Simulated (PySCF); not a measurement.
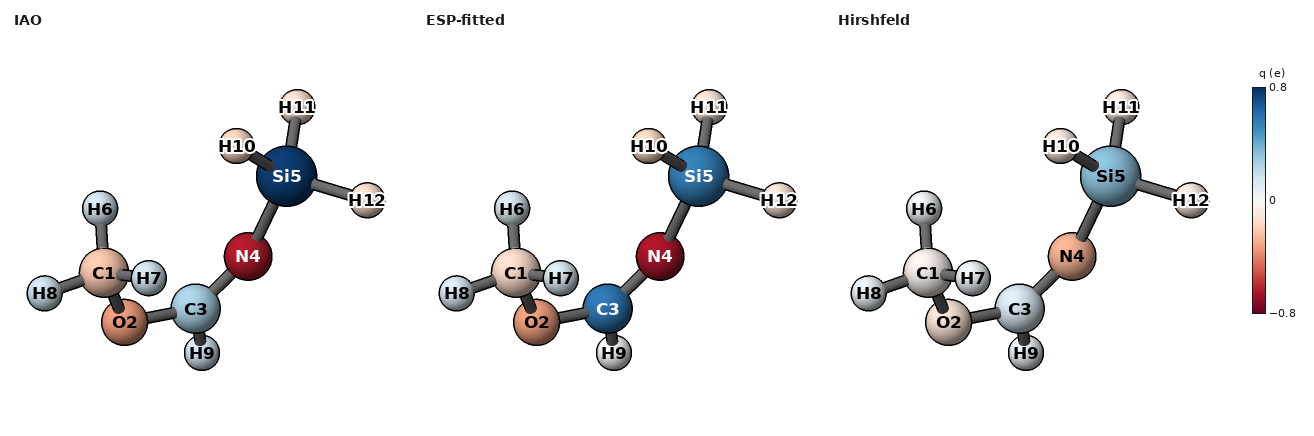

Atomic charges of one calculation by 3 schemes, on one colour scale. The geometry was computed by an optimisation with PBE0-D3(BJ)/def2-SVP. No frequency run is at hand to confirm it as a minimum. Computed with PBE0/IGLO-III (PySCF 2.14.0).

### On which atom do the schemes disagree most?

On C3 (from 0.12 to 0.57 e).

List the charges (e), one line for each set of equivalent atoms. Atoms whose distances differ by more than 0.02 Å in this geometry are listed apart.

```
atom    IAO  ESP-fitted  Hirshfeld
  C1  −0.22       −0.15      −0.04
  O2  −0.33       −0.33      −0.11
  C3   0.25        0.57       0.12
  N4  −0.63       −0.64      −0.28
 Si5   0.75        0.55       0.33
  H6   0.15        0.13       0.05
  H7   0.15        0.12       0.05
  H8   0.17        0.12       0.06
  H9   0.15        0.00       0.06
 H10  −0.17       −0.16      −0.09
 H11  −0.13       −0.11      −0.08
 H12  −0.13       −0.10      −0.08
```
